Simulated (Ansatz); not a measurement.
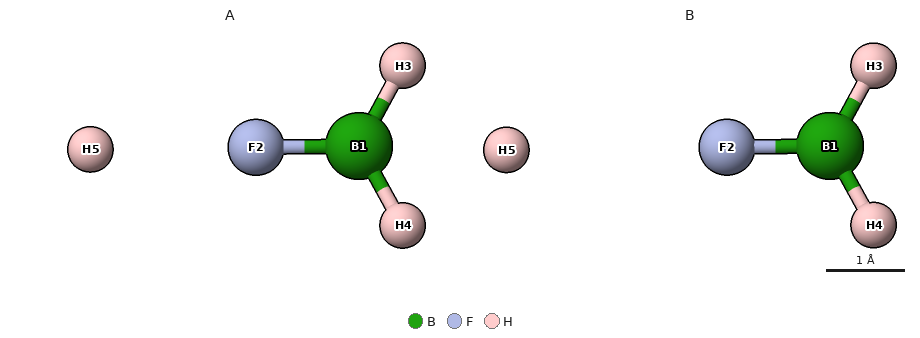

Two geometries of BH3F (multiplicity 2), drawn at one scale. One is the start of a relaxation, the other its converged end. A ball-and-stick model, seen at a tilt.

These are results of Ansatz 0.2.0, UKS B3LYP-D4/6-31G*, not measurements. (collinear spin; force threshold 0.03 eV/Å; at most 50 steps)

### Which geometry has the lower energy?

Structure B is the relaxed one. The run prepares an end point of a later path (reaction) calculation, from a guessed geometry. After 6 geometry steps the energy has fallen by 0.071 eV. The largest force component goes from 0.31 to 0.0072 eV/Å. H5 moves most after the best rigid fit: 0.57 Å. Largest moves by element: H 0.57 Å, B 0.14 Å, F 0.14 Å.
